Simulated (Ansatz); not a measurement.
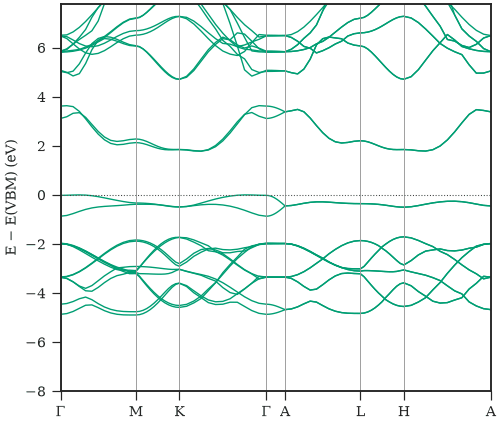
Fig. 1. Band structure from DFT-PBE in the program Ansatz with PAW potentials

The gap is 1.78 eV; an edge lies off the plotted path or next to a special point (maximum on the K–Γ line, 77 % of the way from K, minimum off the standard path).

The material is HfO2 in space group P6_3/mmc (No. 194; Hf on 2c, O on 4f).

A made-up cell: these elements were put on the sites of a structure type; neither database checked (COD, Materials Project) lists it. It is not the phase usual at ambient conditions (space group No. 14, 29). Symmetry was held in the PBE relaxation; whether a distortion lowers the energy is not shown. The run is not spin-polarised. A crystal of weakly bound layers computed without a dispersion correction: the cell and the soft elastic constants depend strongly on that. Scalar-relativistic: spin–orbit coupling is off unless named, which matters more the heavier the elements.

Potentials: the later of the program's two PAW sets.
